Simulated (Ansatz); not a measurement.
**Li$_{2}$: density, localisation and related maps**

```yaml
atoms:
  - { symbol: Li, position_ang: [0.0000, 0.0000, -1.3635] }
  - { symbol: Li, position_ang: [0.0000, 0.0000, 1.3635] }
```

Geometry: B3LYP/6-31G*.

The calculation used isolated molecule in a Gaussian basis; Kohn-Sham density functional theory, functional PBE0 (Ansatz).

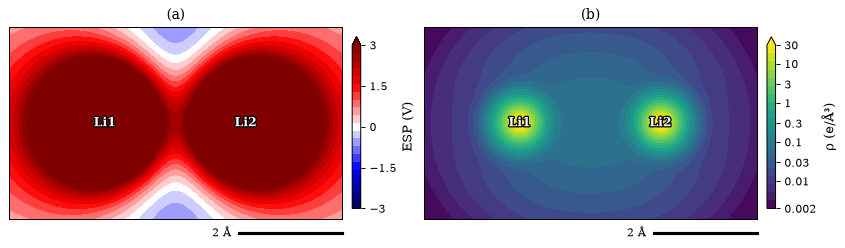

Figure 1. (a) molecular electrostatic potential; (b) total electron density on a plane that holds the molecular axis.

Describe what can be read from this map.

Atoms in the plane: Li.
Li–Li (2.73 Å): ρ is about 0.08 e/Å³ halfway.
Outside the dense part of the molecule the potential is most negative (−0.6 V) near Li1 and Li2.

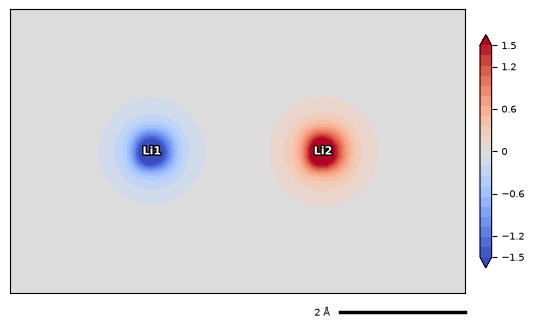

Figure 2. The HOMO−1 on a plane that holds the molecular axis (values in Å⁻³ᐟ²; the overall sign is arbitrary).

Describe this orbital and give its energy.

Its weight (Hirshfeld) is mainly on Li1 (about 50 %) and Li2 (about 50 %); it is of σ type; it is ungerade (odd under inversion). Its energy is −55.04 eV.

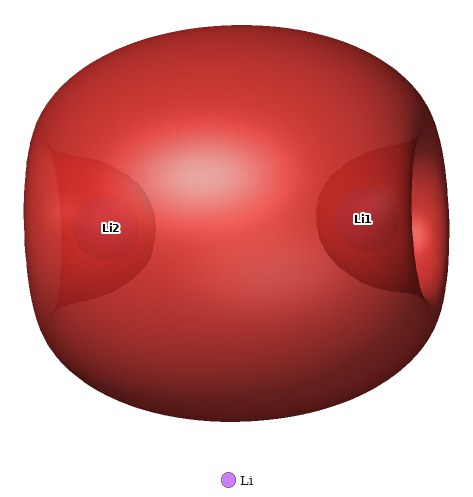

Figure 3. The HOMO at ±0.08 Å⁻³ᐟ² (red and blue are the two phases), seen from one side.

What is the character of this orbital?

Its weight (Hirshfeld) is mainly on Li1 (about 50 %) and Li2 (about 50 %); it is of σ type; it is gerade (even under inversion). Its energy is −3.79 eV.
